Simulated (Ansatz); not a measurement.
# HOF (hypofluorous acid) at HSE06/STO-3G

What is the electronic atomisation energy of HOF (hypofluorous acid) at HSE06/STO-3G? 

The results are computed with Ansatz 0.2.0.

41 further runs of the same task are left out: 1 that didn't finish, 40 set aside as unsound or not needed.

### Step 1. The molecule

The species is HOF (3 atoms), meant as a singlet with charge 0. As SMILES, `OF`. The shape is that of a GFN2-xTB optimisation.

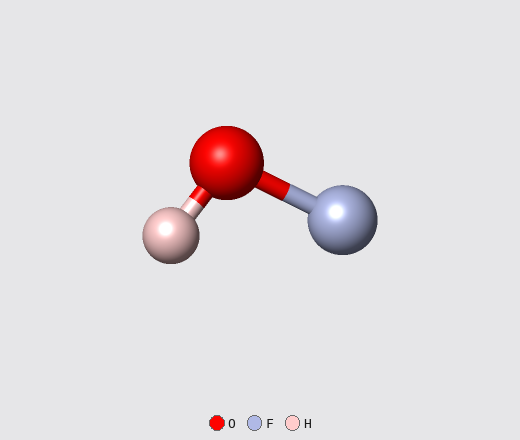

The structure, seen from a chosen angle (oxygen red, fluorine light blue, hydrogen pink).

### Step 2. A single-point energy at HSE06/STO-3G

Contents of run.yaml:

```yaml
crystal:
  periodic: [false, false, false]
  atoms:
    - {symbol: O, position_ang: [0.414430, -0.197140, 0.208800]}
    - {symbol: F, position_ang: [-0.212000, 1.020440, -0.004820]}
    - {symbol: H, position_ang: [-0.202430, -0.823300, -0.203980]}
basis:
  gaussian:
    orbitals: STO-3G
hamiltonian:
  xc: hse06
accuracy: high
```

Launch:

```console
ansatz run run.yaml --threads 1 --pin off --max-ram 2610MiB --events-out events.jsonl --progress --plain --runs-dir runs
```

What it wrote:

```text
Warning: RAYON_NUM_THREADS=1 ignored (pool sized by the plan → 1); use --threads N
Functional definition: HSE06
  name "HSE06"
  parameter a = 0.25
  parameter omega = 0.11/bohr
  exchange = pbe_x - a*pbe_x_sr(omega) + a*exact_x_sr(omega)
  correlation = pbe_c
168 factors; integrals over basis functions are off by at most 3.5e-8 eV
35 factors; integrals over basis functions are off by at most 3.9e-10 eV
mean field evaluation 1: about -4704.9633 eV, gradient 7.1e0 eV
mean field evaluation 2: about -4705.1639 eV, gradient 1.9e0 eV
mean field evaluation 4: about -4705.1764 eV, gradient 2.3e-1 eV
mean field evaluation 8: about -4705.1836 eV, gradient 8.0e-4 eV
mean field -4705.18359586 eV, -172.9123078599 hartree, gradient 5.4e-9 eV, S^2 0.000000; 0 other end points of the search recorded, 0 dependent functions left out
reference -4705.18359687 eV, -172.9123078969 hartree; 9, 9 occupied and 2, 2 virtual orbitals, 168 factors
Total energy: -4705.18359687 eV, -172.9123078969 hartree
```

It took 0.52 s on 1 thread of Arm Neoverse V2, shared host.

### Step 3. The F atom at the same level

Contents of molecule.yaml:

```yaml
crystal:
  periodic: [false, false, false]
  atoms:
    - symbol: F
      position_ang: [0.000000, 0.000000, 0.000000]
basis:
  gaussian:
    orbitals: STO-3G
magnetization:
  spin_polarized: true
  initial_magnetization: 1
hamiltonian:
  xc: {name: HSE06}
accuracy: high
```

Run the same way, it converges to -98.19947 Eh (log not shown).

### Step 4. The H atom, same level

Contents of job.yaml:

```yaml
crystal:
  periodic: [false, false, false]
  atoms:
    - symbol: H
      position_ang: [0.000000, 0.000000, 0.000000]
basis:
  gaussian: {orbitals: STO-3G}
magnetization: {spin_polarized: true, initial_magnetization: 1}
hamiltonian: {xc: {name: HSE06}}
accuracy: high
```

Launch:

```console
ansatz run job.yaml --threads 1 --pin off --max-ram 2610MiB --events-out events.jsonl --progress --plain --runs-dir runs
```

What it wrote:

```text
Warning: RAYON_NUM_THREADS=1 ignored (pool sized by the plan → 1); use --threads N
[... 6 set-up lines as earlier in the session ...]
1 factors; integrals over basis functions are off by at most 4.6e-10 eV
1 factors; integrals over basis functions are off by at most 1.8e-10 eV
mean field evaluation 1: about -12.6861 eV, gradient 0.0e0 eV
mean field evaluation 2: about -12.6860 eV, gradient 0.0e0 eV
mean field -12.68600353 eV, -0.4662020310 hartree, gradient 0.0e0 eV, S^2 0.750000; 0 other end points of the search recorded, 0 dependent functions left out
reference -12.68600463 eV, -0.4662020713 hartree; 1, 0 occupied and 0, 1 virtual orbitals, 1 factors
Total energy: -12.68600463 eV, -0.4662020713 hartree
```

Wall time 0.12 s (1 thread of Arm Neoverse V2, shared host).

### Step 5. The O atom, same level

Contents of in.yaml:

```yaml
crystal:
  periodic: [false, false, false]
  atoms:
    - symbol: O
      position_ang: [0.000000, 0.000000, 0.000000]
basis:
  gaussian: {orbitals: STO-3G}
magnetization: {spin_polarized: true, initial_magnetization: 2}
hamiltonian: {xc: {name: HSE06}}
accuracy: high
```

Launch:

```console
ansatz run in.yaml --threads 1 --pin off --max-ram 2610MiB --events-out events.jsonl --progress --plain --runs-dir runs
```

What it wrote:

```text
Warning: RAYON_NUM_THREADS=1 ignored (pool sized by the plan → 1); use --threads N
[... 6 set-up lines as earlier in the session ...]
15 factors; integrals over basis functions are off by at most 1.1e-9 eV
13 factors; integrals over basis functions are off by at most 2.1e-10 eV
mean field evaluation 1: about -2012.9169 eV, gradient 2.9e-12 eV
mean field evaluation 2: about -2012.9168 eV, gradient 1.2e-11 eV
mean field -2012.91678991 eV, -73.9733276250 hartree, gradient 0.0e0 eV, S^2 2.000000; 0 other end points of the search recorded, 0 dependent functions left out
reference -2012.91679039 eV, -73.9733276426 hartree; 5, 3 occupied and 0, 2 virtual orbitals, 15 factors
Total energy: -2012.91679039 eV, -73.9733276426 hartree
```

It took 0.24 s on 1 thread of Arm Neoverse V2, shared host.

### Step 6. What came out

Level: HSE06/STO-3G.

```
                     quantity          value
       molecule: total energy  -172.91231 Eh
         F atom: total energy   -98.19947 Eh
                 F atom: ⟨S²⟩          0.750
         H atom: total energy    -0.46620 Eh
                 H atom: ⟨S²⟩          0.750
         O atom: total energy   -73.97333 Eh
                 O atom: ⟨S²⟩          2.000
electronic atomisation energy       7.437 eV
```

What this shows: Taking the molecule apart into free atoms costs 7.44 eV (172 kcal/mol), before zero-point energy and without spin-orbit coupling. In a minimal basis such a difference can be off by several eV, whatever the method.
